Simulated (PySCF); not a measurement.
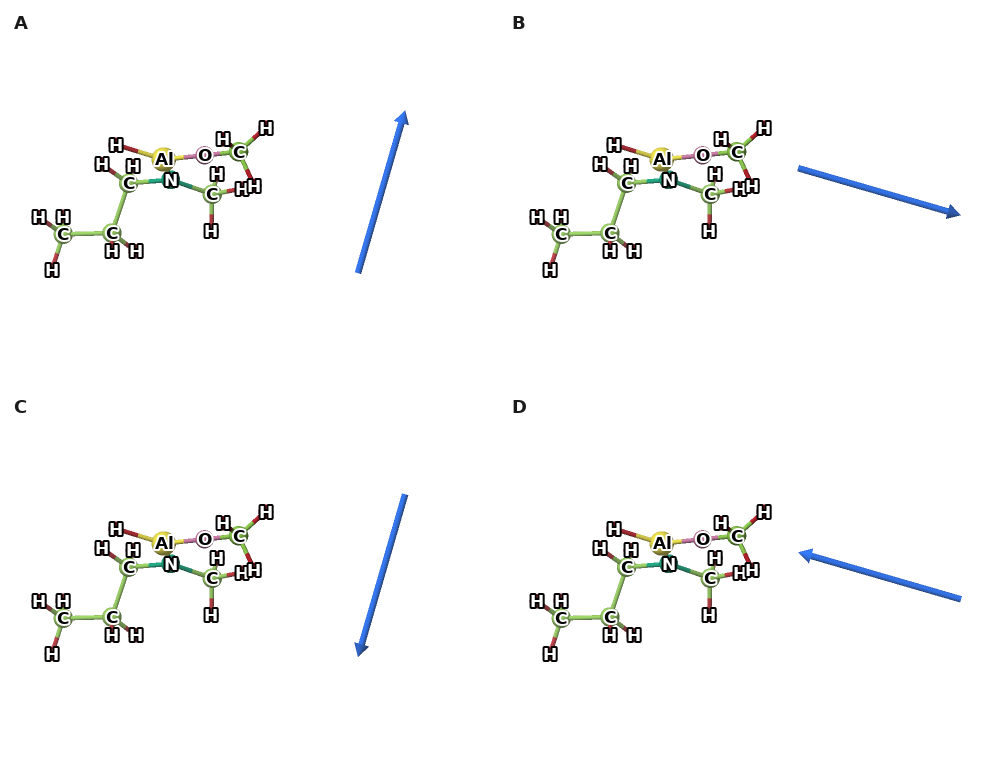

The same molecule four times, each with an arrow. Computed geometry: GFN2-xTB optimisation. No frequency run is at hand to confirm it as a minimum. Method: PBE0/pcSseg-1, gas phase (PySCF 2.14.0).

### Which arrow points along the dipole moment, from the negative to the positive end?

B. The dipole moment is 1.20 D.

The geometry is semi-empirical. Around Al such bond lengths and angles can be off by a tenth of an ångström or more and by several degrees, and values that hang on the shape move with them.
